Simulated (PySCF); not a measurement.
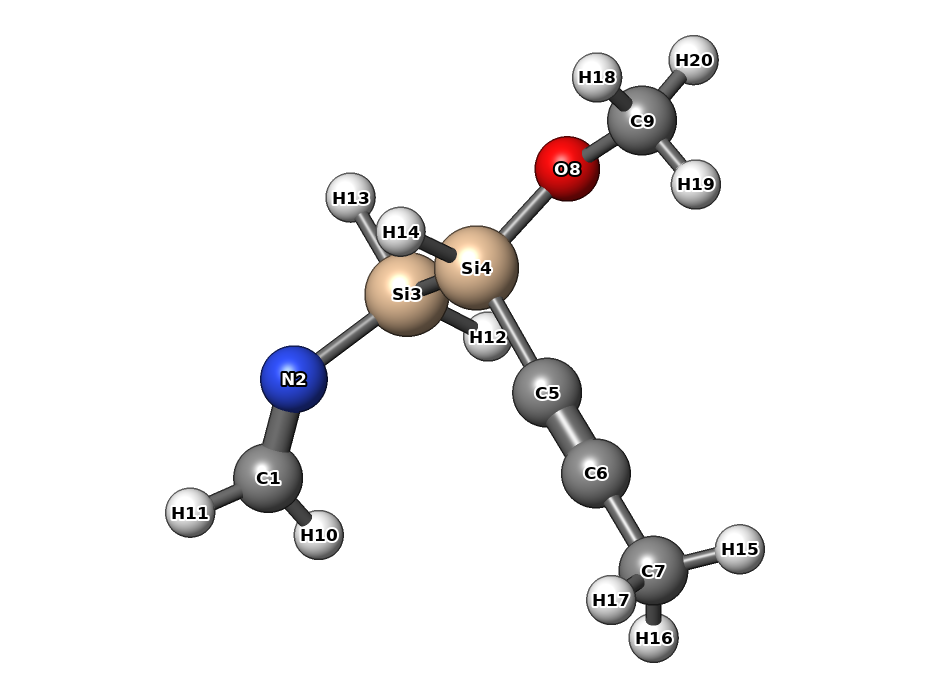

The thickness of each stick grows with its Mayer bond order. Computed geometry: GFN2-xTB optimisation. No frequency run is at hand to confirm it as a minimum. Computed with PBE0/pcSseg-1 (PySCF 2.14.0).

Question: Which bond between heavy atoms has the highest Mayer bond order?

Answer: C5–C6, 2.56, at a length of 1.206 Å.

List the Mayer bond orders of C1–N2, N2–Si3, Si3–Si4, Si4–C5, Si4–O8, C5–C6, C6–C7, O8–C9 (bonds between heavy atoms, one of each equivalent set).

| bond | Mayer order | length (Å) |
| --- | --- | --- |
| C1–N2 | 1.96 | 1.247 |
| N2–Si3 | 0.94 | 1.716 |
| Si3–Si4 | 0.89 | 2.291 |
| Si4–C5 | 0.94 | 1.860 |
| Si4–O8 | 0.97 | 1.632 |
| C5–C6 | 2.56 | 1.206 |
| C6–C7 | 1.17 | 1.447 |
| O8–C9 | 0.90 | 1.392 |

The geometry is semi-empirical. Around Si such bond lengths and angles can be off by a tenth of an ångström or more and by several degrees, and values that hang on the shape move with them.
